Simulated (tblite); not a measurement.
# Run report: C₅H₁₁AlO₃, geometry relaxation (part 1 of 4)

C₅H₁₁AlO₃, computed with GFN2-xTB geometry optimisation, gas phase (tblite 0.8.0).

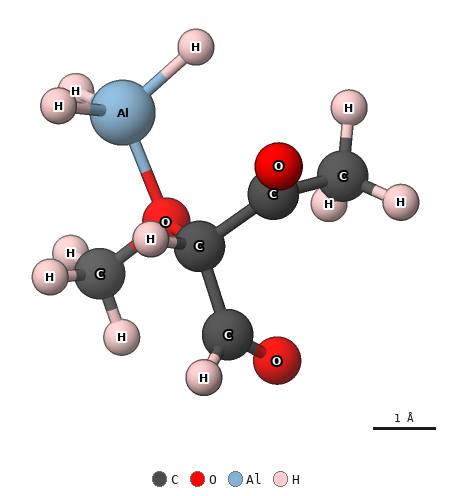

*The structure as given in the input (ball-and-stick view, seen at a tilt). Sticks mark near contacts.*

**Summary**

```csv
quantity,value
outcome,converged
total energy,−804.7234 eV
hardware,"1 CPU thread, shared host"
wall time,4.6 s
peak memory,0.18 GiB
```

**The input**
```
{"job": {"kind": "relax", "xc": "GFN2-xTB", "basis": "xTB"}, "charge": 0, "multiplicity": 1}
C      1.920900     1.355300     0.495900
C      1.585300    -0.099800     0.370300
O      2.340500    -0.921200     0.914500
C      0.388300    -0.586000    -0.420500
C      0.765700    -0.499800    -1.867500
O      0.916200     0.587200    -2.415100
O     -0.797700     0.161000    -0.101300
C     -1.887000    -0.273700    -0.896600
Al    -1.314200    -0.118300     1.704300
H      1.929500     1.648700     1.571900
H      2.903700     1.555100     0.043700
H      1.149400     1.974700    -0.022800
H      0.230900    -1.675200    -0.174500
H      0.900500    -1.404900    -2.460600
H     -2.836200     0.261100    -0.623300
H     -2.064500    -1.378000    -0.821400
H     -1.734400    -0.003000    -1.962400
H     -1.423700    -1.686800     1.998100
H     -2.738600     0.573000     1.972300
H     -0.239700     0.541300     2.692100
```

The first line tells a small driver script what to run in tblite; the rest is the geometry in Å.

Launched with:
```bash
OMP_NUM_THREADS=1 python <driver script> task.json out
```

**Log**
```
step      E/eV     max force
  0    -803.59243    3.872
  1    -803.81192    4.071
  2    -804.04679    1.454
  3    -804.13412    0.947
  4    -804.22162    0.584
  5    -804.25002    0.546
  6    -804.26946    0.475
  7    -804.28142    0.310
  8    -804.29516    0.236
  9    -804.30358    0.261
 10    -804.31330    0.260
 11    -804.32220    0.237
 12    -804.33287    0.235
 13    -804.34345    0.231
 14    -804.35288    0.223
 15    -804.36053    0.191
 16    -804.36622    0.172
 17    -804.37069    0.167
 18    -804.37531    0.185
 19    -804.38092    0.179
 20    -804.38793    0.205
 21    -804.39502    0.193
 22    -804.40069    0.145
 23    -804.40502    0.162
 24    -804.40900    0.187
 25    -804.41334    0.183
 26    -804.41803    0.157
 27    -804.42363    0.171
 28    -804.43099    0.211
 29    -804.44056    0.253
 30    -804.44721    0.669
 31    -804.45487    0.258
 32    -804.46065    0.203
 33    -804.46850    0.269
 34    -804.47404    0.215
 35    -804.48101    0.177
 36    -804.48408    0.123
 37    -804.48536    0.173
 38    -804.48682    0.091
 39    -804.48885    0.085
 40    -804.49093    0.113
 41    -804.49245    0.099
 42    -804.49389    0.125
 43    -804.49582    0.158
 44    -804.49937    0.169
 45    -804.50309    0.147
 46    -804.50643    0.140
 47    -804.50944    0.148
 48    -804.51248    0.150
 49    -804.51553    0.162
 50    -804.51902    0.182
 51    -804.52269    0.407
 52    -804.52704    0.236
 53    -804.53183    0.171
 54    -804.53561    0.123
 55    -804.53845    0.131
 56    -804.54169    0.130
 57    -804.54415    0.131
 58    -804.54629    0.146
 59    -804.54960    0.163
 60    -804.55548    0.188
 61    -804.56641    0.247
 62    -804.57350    0.256
 63    -804.57874    0.204
 64    -804.58276    0.207
 65    -804.58727    0.160
 66    -804.59146    0.130
 67    -804.59422    0.156
 68    -804.59782    0.152
 69    -804.60090    0.128
 70    -804.60368    0.112
 71    -804.60589    0.127
 72    -804.60793    0.109
 73    -804.61032    0.139
 74    -804.61315    0.153
 75    -804.61698    0.158
 76    -804.62167    0.215
 77    -804.62768    0.216
 78    -804.63205    0.185
 79    -804.63734    0.186
 80    -804.64116    0.162
 81    -804.64323    0.205
 82    -804.64552    0.099
 83    -804.64736    0.084
 84    -804.65006    0.104
 85    -804.65156    0.094
 86    -804.65366    0.109
 87    -804.65577    0.114
 88    -804.65824    0.093
 89    -804.66062    0.121
 90    -804.66273    0.102
 91    -804.66461    0.120
 92    -804.66651    0.126
 93    -804.66836    0.112
 94    -804.67021    0.099
 95    -804.67207    0.126
 96    -804.67400    0.108
 97    -804.67569    0.084
 98    -804.67700    0.084
 99    -804.67794    0.077
100    -804.67896    0.097
101    -804.68035    0.102
102    -804.68239    0.111
103    -804.68474    0.142
104    -804.68729    0.146
105    -804.69012    0.146
106    -804.69416    0.128
107    -804.69594    0.304
108    -804.70363    0.189
109    -804.70744    0.115
110    -804.70946    0.101
111    -804.71044    0.129
112    -804.71135    0.099
113    -804.71284    0.067
114    -804.71344    0.074
115    -804.71465    0.103
116    -804.71578    0.086
117    -804.71697    0.063
118    -804.71798    0.064
119    -804.71867    0.082
120    -804.71906    0.051
121    -804.71941    0.046
122    -804.71972    0.037
123    -804.71999    0.039
124    -804.72017    0.037
125    -804.72047    0.036
126    -804.72076    0.035
127    -804.72104    0.037
128    -804.72126    0.038
129    -804.72145    0.026
130    -804.72164    0.029
131    -804.72182    0.030
132    -804.72199    0.027
133    -804.72210    0.024
134    -804.72220    0.023
135    -804.72231    0.025
136    -804.72241    0.024
137    -804.72251    0.027
138    -804.72260    0.026
139    -804.72270    0.029
140    -804.72281    0.022
141    -804.72290    0.019
142    -804.72296    0.015
143    -804.72300    0.013
144    -804.72304    0.013
145    -804.72307    0.016
146    -804.72312    0.018
147    -804.72317    0.018
148    -804.72324    0.018
149    -804.72329    0.016
150    -804.72333    0.015
151    -804.72336    0.013
152    -804.72338    0.010
153    -804.72339    0.010
154    -804.72341    0.010
```

**Trajectory as extended XYZ (Å, eV, eV/Å), 41 of the 155 frames kept, from step=0 to step=154**
```
20
Properties=species:S:1:pos:R:3:forces:R:3 step=0 energy=-803.59243
C     1.9209    1.3553    0.4959   -1.1980   0.7900  -0.4110
C     1.5853   -0.0998    0.3703    2.7920  -1.1740   2.4130
O     2.3405   -0.9212    0.9145   -1.8080   1.2350  -1.4990
C     0.3883   -0.5860   -0.4205   -0.7080  -1.1920   0.3450
C     0.7657   -0.4998   -1.8675    0.2540   2.6510  -1.5290
O     0.9162    0.5872   -2.4151   -0.2330  -1.5580   0.6950
O    -0.7977    0.1610   -0.1013    0.2590  -0.5140  -0.3180
C    -1.8870   -0.2737   -0.8966   -1.1240   0.0170  -0.9240
Al   -1.3142   -0.1183    1.7043   -0.6320   0.1420   2.4530
H     1.9295    1.6487    1.5719    0.1330  -0.3500  -0.8130
H     2.9037    1.5551    0.0437   -0.3340  -0.1420   0.2940
H     1.1494    1.9747   -0.0228    0.6180  -0.3440   0.3570
H     0.2309   -1.6752   -0.1745    0.0270   0.6620   0.1050
H     0.9005   -1.4049   -2.4606    0.0990  -0.4230   0.2370
H    -2.8362    0.2611   -0.6233    0.8770  -0.4010   0.3440
H    -2.0645   -1.3780   -0.8214    0.1430   0.7490   0.0810
H    -1.7344   -0.0030   -1.9624    0.2080  -0.2050   0.3660
H    -1.4237   -1.6868    1.9981    0.1840   0.0810  -0.7440
H    -2.7386    0.5730    1.9723    0.2960  -0.0160  -0.7300
H    -0.2397    0.5413    2.6921    0.1480  -0.0090  -0.7230
20
Properties=species:S:1:pos:R:3:forces:R:3 step=4 energy=-804.22162
C     1.8899    1.3657    0.4837   -0.2120  -0.2080  -0.0430
C     1.6186   -0.1011    0.4241   -0.1040  -0.3660  -0.2050
O     2.3339   -0.9420    0.8938   -0.1170   0.1820  -0.0830
C     0.3810   -0.6018   -0.4177   -0.0750  -0.0520   0.1310
C     0.7639   -0.4605   -1.8904    0.1440   0.5520  -0.1230
O     0.9156    0.6042   -2.4300   -0.1250  -0.5300   0.1790
O    -0.8101    0.1200   -0.1091    0.1090   0.0760   0.3890
C    -1.9068   -0.2734   -0.9273    0.1230   0.0580   0.0830
Al   -1.3595   -0.1161    1.8750   -0.0530  -0.2040   0.1470
H     1.9362    1.6369    1.5306   -0.0170   0.1300   0.2100
H     2.8736    1.5489    0.0642    0.1290   0.0110  -0.1010
H     1.1521    1.9732   -0.0236   -0.1290  -0.0590  -0.0740
H     0.2293   -1.6641   -0.1606    0.0870   0.0900  -0.0440
H     0.9089   -1.4183   -2.4320    0.0630   0.1450   0.1650
H    -2.7985    0.2495   -0.5846    0.0830   0.0710   0.1740
H    -2.0651   -1.3432   -0.8203   -0.1420  -0.2410  -0.0990
H    -1.7184   -0.0126   -1.9671    0.0360   0.0130  -0.1310
H    -1.4086   -1.6841    1.9352    0.0550  -0.0770  -0.2720
H    -2.7279    0.5803    1.9114   -0.2340   0.2110  -0.2620
H    -0.2132    0.5492    2.6416    0.3790   0.2000  -0.0420
20
Properties=species:S:1:pos:R:3:forces:R:3 step=8 energy=-804.29516
C     1.8737    1.3528    0.4811    0.0430   0.0420   0.0050
C     1.6061   -0.1165    0.4099    0.1050   0.0400   0.1820
O     2.3311   -0.9450    0.8857   -0.0310  -0.0230  -0.0900
C     0.3730   -0.6011   -0.4058    0.0490   0.0610   0.0030
C     0.7682   -0.4439   -1.8768   -0.0860  -0.1230   0.0830
O     0.9064    0.6012   -2.4363   -0.0380   0.1980  -0.0010
O    -0.8081    0.1128   -0.0732   -0.1180  -0.1370  -0.0280
C    -1.8953   -0.2735   -0.9169   -0.0070  -0.0150   0.0810
Al   -1.3714   -0.1298    1.9215    0.0660   0.1570  -0.1620
H     1.9300    1.6439    1.5323   -0.0780  -0.0410  -0.1000
H     2.8650    1.5428    0.0598   -0.1130  -0.0480  -0.0210
H     1.1354    1.9588   -0.0317   -0.0740  -0.0830  -0.0170
H     0.2370   -1.6625   -0.1649   -0.0160  -0.0890  -0.0290
H     0.9228   -1.4037   -2.4029    0.1170  -0.0340   0.0950
H    -2.7762    0.2564   -0.5569    0.0390   0.0310   0.0460
H    -2.0797   -1.3520   -0.8350    0.0230   0.0910  -0.0150
H    -1.7095   -0.0123   -1.9668    0.0570   0.0400   0.2250
H    -1.3989   -1.6980    1.8872    0.0070  -0.0650  -0.0880
H    -2.7512    0.6073    1.8638    0.0560   0.0180  -0.0970
H    -0.1639    0.5729    2.6230    0.0010  -0.0190  -0.0710
20
Properties=species:S:1:pos:R:3:forces:R:3 step=12 energy=-804.33287
C     1.8609    1.3488    0.4782   -0.1120  -0.0990  -0.0330
C     1.6064   -0.1188    0.4247   -0.0620  -0.1670  -0.0870
O     2.3349   -0.9587    0.8679    0.1330  -0.0060   0.0820
C     0.3690   -0.6021   -0.3909   -0.0340  -0.1380   0.0060
C     0.7601   -0.4331   -1.8559    0.1010   0.0910  -0.0260
O     0.8800    0.6151   -2.4217   -0.1170  -0.0670   0.0930
O    -0.8168    0.0845   -0.0362    0.1150   0.0200   0.0990
C    -1.8940   -0.2757   -0.8856   -0.0450   0.0710  -0.0360
Al   -1.3571   -0.1102    1.8864   -0.0030  -0.0980  -0.0490
H     1.9042    1.6464    1.5220    0.0090   0.0740   0.0410
H     2.8420    1.5301    0.0426    0.0210   0.0670  -0.0250
H     1.1031    1.9227   -0.0420   -0.0350   0.0100  -0.0230
H     0.2429   -1.6745   -0.1793    0.0120   0.0130   0.0430
H     0.9668   -1.3964   -2.3581    0.0910   0.0440   0.0090
H    -2.7586    0.2720   -0.5250   -0.1400  -0.0180   0.0720
H    -2.0891   -1.3492   -0.8477   -0.0450  -0.0510   0.1070
H    -1.6871    0.0060   -1.9161    0.0440   0.1280  -0.1270
H    -1.3914   -1.7153    1.8337   -0.0050   0.2350  -0.0010
H    -2.7518    0.6339    1.8066    0.2080  -0.0310  -0.0350
H    -0.1295    0.5853    2.5935   -0.1360  -0.0770  -0.1100
20
Properties=species:S:1:pos:R:3:forces:R:3 step=15 energy=-804.36053
C     1.8420    1.3350    0.4724   -0.0060  -0.0110   0.0130
C     1.6061   -0.1411    0.4336    0.0570   0.0900  -0.1290
O     2.3554   -0.9688    0.8654    0.0040   0.0180   0.0480
C     0.3680   -0.6184   -0.3826   -0.0220  -0.0620   0.0320
C     0.7646   -0.4256   -1.8428    0.0590  -0.0550   0.1410
O     0.8458    0.6289   -2.4012   -0.0930  -0.0650   0.0010
O    -0.8146    0.0625   -0.0107    0.0390   0.1120  -0.0980
C    -1.8999   -0.2670   -0.8707    0.0600   0.0250  -0.0070
Al   -1.3469   -0.1045    1.8550   -0.0020  -0.1290   0.0410
H     1.8875    1.6548    1.5132   -0.0020   0.0010  -0.0570
H     2.8230    1.5307    0.0304   -0.1140   0.0000   0.0290
H     1.0763    1.9011   -0.0520    0.0310  -0.0860   0.0290
H     0.2453   -1.6878   -0.1803   -0.0160  -0.1350   0.0350
H     1.0124   -1.3884   -2.3290    0.1110   0.1320  -0.0820
H    -2.7677    0.2776   -0.4952    0.0590  -0.0760  -0.0390
H    -2.0984   -1.3445   -0.8377   -0.0460   0.0980  -0.0080
H    -1.6668    0.0375   -1.8937   -0.1210   0.0340   0.0100
H    -1.3884   -1.6916    1.8015   -0.0300   0.0320   0.0460
H    -2.7146    0.6433    1.7658   -0.0030   0.0750  -0.0120
H    -0.1343    0.5770    2.5558    0.0350   0.0030   0.0070
20
Properties=species:S:1:pos:R:3:forces:R:3 step=19 energy=-804.38092
C     1.8253    1.3233    0.4680   -0.0160   0.0130  -0.0340
C     1.6149   -0.1510    0.4277   -0.0560  -0.1010   0.1370
O     2.3695   -0.9693    0.8679    0.0420   0.0030  -0.0100
C     0.3677   -0.6426   -0.3700    0.0540  -0.0130  -0.0490
C     0.7762   -0.4293   -1.8160   -0.0150   0.0090  -0.1630
O     0.7977    0.6270   -2.3799   -0.0860  -0.0040   0.0930
O    -0.8022    0.0645   -0.0102    0.0430  -0.0540  -0.0070
C    -1.8930   -0.2548   -0.8615   -0.0330   0.0210  -0.0430
Al   -1.3414   -0.1138    1.8453   -0.0150   0.1240   0.0270
H     1.8729    1.6592    1.5001   -0.0210  -0.0290   0.0580
H     2.7943    1.5331    0.0222    0.1040   0.0420  -0.0680
H     1.0534    1.8694   -0.0582   -0.1000   0.0250  -0.0430
H     0.2429   -1.7187   -0.1729   -0.0200   0.0960   0.0410
H     1.0781   -1.3606   -2.3217    0.1560  -0.0650  -0.0060
H    -2.7617    0.2725   -0.4769   -0.0190   0.1020   0.0500
H    -2.1121   -1.3246   -0.8356    0.0610  -0.0590  -0.0420
H    -1.6787    0.0677   -1.8789   -0.0620   0.0180  -0.1080
H    -1.3940   -1.6826    1.7856   -0.0520  -0.1370   0.0660
H    -2.6909    0.6691    1.7310   -0.0070   0.0360   0.0430
H    -0.1240    0.5722    2.5309    0.0420  -0.0290   0.0570
20
Properties=species:S:1:pos:R:3:forces:R:3 step=23 energy=-804.40502
C     1.8054    1.3135    0.4571   -0.0110  -0.0290   0.0080
C     1.6194   -0.1698    0.4410    0.0400   0.0420  -0.1110
O     2.3954   -0.9707    0.8740   -0.0330  -0.0110   0.0260
C     0.3790   -0.6746   -0.3669   -0.0360   0.0350  -0.0200
C     0.7901   -0.4445   -1.8084    0.0570   0.0370   0.0560
O     0.7158    0.6251   -2.3416   -0.0420  -0.0350  -0.1520
O    -0.7819    0.0583   -0.0225   -0.0890  -0.0680   0.0250
C    -1.8917   -0.2360   -0.8629   -0.0440  -0.0230  -0.0330
Al   -1.3359   -0.1044    1.8364    0.0190  -0.0750  -0.0150
H     1.8499    1.6553    1.4900   -0.0100  -0.0010  -0.0430
H     2.7712    1.5435    0.0004   -0.0850  -0.0250   0.0110
H     1.0091    1.8315   -0.0702    0.0460  -0.0080   0.0380
H     0.2341   -1.7420   -0.1527    0.0350   0.0240  -0.0070
H     1.2002   -1.3334   -2.3196    0.0560   0.0220   0.0690
H    -2.7520    0.2876   -0.4475    0.0560   0.0540   0.0470
H    -2.1124   -1.3063   -0.8470    0.0410  -0.0250  -0.0820
H    -1.7162    0.1079   -1.8829    0.0370  -0.0110  -0.0080
H    -1.4179   -1.6998    1.7919   -0.0510   0.1260   0.0480
H    -2.6654    0.7127    1.7071    0.0060   0.0230   0.0800
H    -0.1014    0.5567    2.5212    0.0090  -0.0520   0.0630
20
Properties=species:S:1:pos:R:3:forces:R:3 step=27 energy=-804.42363
C     1.7918    1.3034    0.4507    0.0020   0.0550  -0.0100
C     1.6258   -0.1764    0.4297   -0.0880  -0.0240   0.1180
O     2.3975   -0.9722    0.8796   -0.0560   0.0030  -0.0820
C     0.3796   -0.6817   -0.3730    0.0280  -0.0130   0.0040
C     0.8077   -0.4432   -1.8047   -0.0990   0.0000  -0.0840
O     0.6577    0.6074   -2.3628    0.0200  -0.1170  -0.0730
O    -0.7888    0.0370   -0.0241    0.0930   0.0510  -0.0120
C    -1.8999   -0.2313   -0.8742    0.0960   0.0010   0.0480
Al   -1.3303   -0.1079    1.8359   -0.0220   0.1340   0.0880
H     1.8351    1.6505    1.4793    0.0190  -0.0070   0.0460
H     2.7456    1.5459   -0.0135    0.0740   0.0240  -0.0330
H     0.9903    1.8131   -0.0698   -0.0650   0.0400  -0.0350
H     0.2411   -1.7450   -0.1445    0.0610  -0.0630  -0.0900
H     1.2908   -1.3102   -2.2941    0.0480   0.0820   0.1170
H    -2.7318    0.3108   -0.4208   -0.0270  -0.1400  -0.0940
H    -2.1032   -1.3058   -0.8825   -0.1320   0.0520  -0.0460
H    -1.7294    0.1269   -1.8921    0.0490   0.0380   0.0810
H    -1.4505   -1.6833    1.8151   -0.0450  -0.0270   0.0150
H    -2.6492    0.7436    1.7234    0.0710  -0.0140   0.0430
H    -0.0851    0.5289    2.5389   -0.0270  -0.0750  -0.0030
```
